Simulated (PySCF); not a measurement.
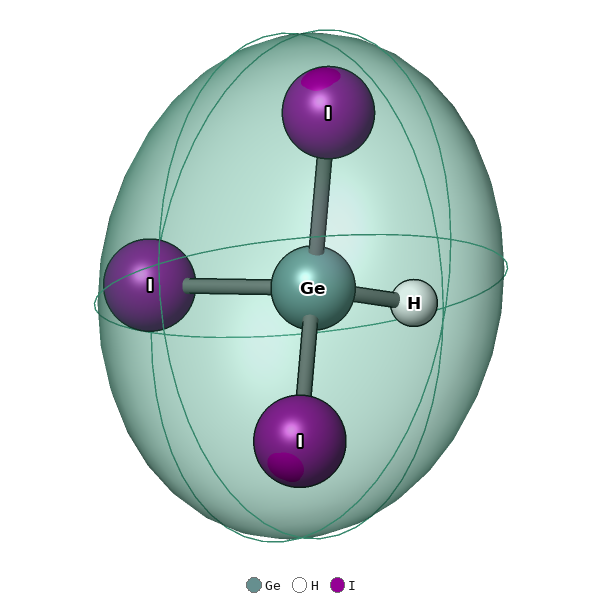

The ellipsoid shows the static dipole polarisability: its half-axes are proportional to the principal values. Computed geometry: PBE0-D3(BJ)/def2-SVP optimisation. No frequency run is at hand to confirm it as a minimum. Computed with PBE0/def2-SVPD, core potentials on I (PySCF 2.14.0).

How large and how anisotropic is the polarisability?

Answer. Principal values 107.3, 158.3, 158.6 bohr³; mean 141.4 bohr³ (20.95 Å³); anisotropy 51.1 bohr³, so the longest axis is 1.48 times the shortest.
